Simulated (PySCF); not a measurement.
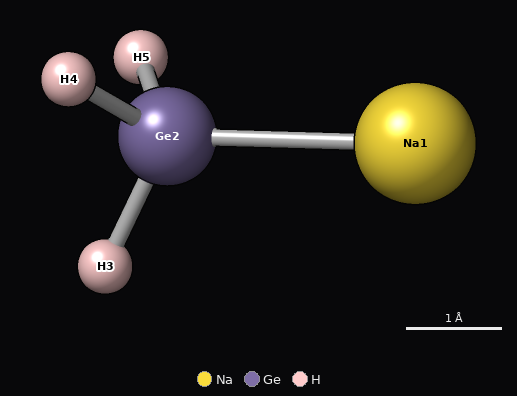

**Figure 1.** The input geometry of run A (ball-and-stick view, seen at a tilt; atoms are numbered from 1 in the order of the input). Sticks mark near contacts.

## Two runs on GeNaH3

System: GeNaH3.
Method of run A: RHF-CCSD(T), frozen core/def2-TZVPP, density fitting (PySCF 2.14.0).

The geometry comes from this level: PBE0-D4/def2-TZVP. Text and figures count atoms from 1; the logs count them from 0 in places.

### The input, run A
```python
import json, numpy as np
from pyscf import gto, scf, dft, mp, cc
EV, BOHR = 27.211386245988, 0.529177210903
mol = gto.M(atom="""
Na -1.807762 -1.286304 1.356194
Ge 0.097925 0.065410 -0.091445
H 0.112101 -0.190049 -1.630879
H 0.039744 1.623768 -0.027785
H 1.585164 -0.213261 0.291263
""", basis="def2-tzvpp", charge=0, spin=0, max_memory=4335, verbose=0)
def mean_field(mol, dm=None):
    mf = scf.RHF(mol).density_fit()
    mf.conv_tol = 1e-9
    mf.kernel(dm0=dm)
    if not mf.converged: mf = mf.newton().run(mf.mo_coeff, mf.mo_occ)
    assert mf.converged
    return mf
def d4(mol):
    return 0.0, np.zeros((5, 3))
def energy_and_gradient(mol, dm=None):
    mf = mean_field(mol, dm); e, g = d4(mol)
    return mf, (mf.e_tot + e) * EV, (mf.nuc_grad_method().kernel()[:5] + g) * EV / BOHR
out = {}
mf = mean_field(mol); frozen = 10
print(f"Hartree-Fock energy {mf.e_tot * EV:.6f} eV")
m2 = mp.MP2(mf, frozen=frozen or None).run()
out.update(reference=mf.e_tot * EV, same_spin=m2.e_corr_ss * EV, opposite_spin=m2.e_corr_os * EV, energy=m2.e_tot * EV, converged=True, frozen=frozen)
print(f"MP2 correlation {m2.e_corr * EV:.6f} eV")
c = cc.CCSD(mf, frozen=frozen or None); c.conv_tol = 1e-7; c.max_cycle = 80; eris = c.ao2mo(); c.kernel(eris=eris); t = c.ccsd_t(eris=eris)
t1 = c.t1 if isinstance(c.t1, tuple) else (c.t1, c.t1); t2 = c.t2 if isinstance(c.t2, tuple) else (c.t2,)
T1 = np.sqrt(sum((a**2).sum() for a in t1) / 2 / (mol.nelectron - 2 * frozen))
print(f"CCSD correlation {c.e_corr * EV:.6f} eV, (T) {t * EV:.6f} eV, T1 diagnostic {T1:.4f}")
out.update(ccsd=c.e_corr * EV, triples=t * EV, t1=T1, largest_double=max(abs(a).max() for a in t2 if a.size), energy=(c.e_tot + t) * EV, converged=bool(c.converged))
out['triplet_stable'] = bool(mf.stability(internal=False, external=True, return_status=True)[3])
out['s2'] = mf.spin_square()[0]; out['nelec'] = mol.nelec
print(f"Total energy {out['energy']:.6f} eV, <S^2> {out['s2']:.4f}")
json.dump(out, open("out.json", "w"), default=float)
```

Command:
```bash
OMP_NUM_THREADS=2 python run.py
```

Hardware: 2 threads of Arm Neoverse V1, 23 GiB of memory available, shared host.

### Output (run A)
```
Hartree-Fock energy -60924.983501 eV
MP2 correlation -12.116147 eV
CCSD correlation -12.748758 eV, (T) -0.337000 eV, T1 diagnostic 0.0108
Total energy -60938.069259 eV, <S^2> 0.0000
```

The input of run B differs as follows (lines with − go, lines with + come):
```diff
-Na -1.807762 -1.286304 1.356194
-Ge 0.097925 0.065410 -0.091445
-H 0.112101 -0.190049 -1.630879
-H 0.039744 1.623768 -0.027785
-H 1.585164 -0.213261 0.291263
+Na -1.798772 -1.275725 1.348901
+Ge 0.106953 0.071422 -0.104757
+H 0.118253 -0.187558 -1.643770
+H 0.050613 1.629983 -0.044713
+H 1.594564 -0.207809 0.275920
```

How does run B compare with run A?

The energy is the same within 0.01 kcal/mol.

### Output (run B)
```
Hartree-Fock energy -60924.983785 eV
MP2 correlation -12.115824 eV
CCSD correlation -12.748490 eV, (T) -0.336988 eV, T1 diagnostic 0.0108
Total energy -60938.069263 eV, <S^2> 0.0000
```

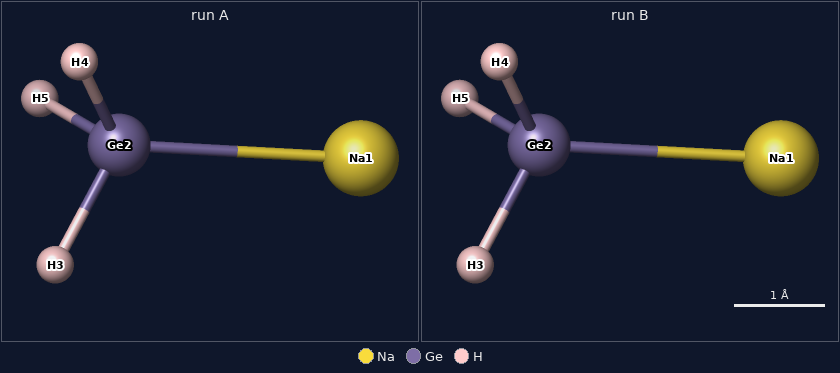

**Figure 2.** The two input geometries at one scale (ball-and-stick view, seen at a tilt). The atoms keep their places after the best rigid fit (all moves are under 0.005 Å).

### The two runs side by side

| quantity | run A | run B |
| --- | --- | --- |
| outcome | converged | converged |
| total energy (hartree) | −2239.432740 | −2239.432740 |
| wall time (shared host) | 1.7 min | 99 s |
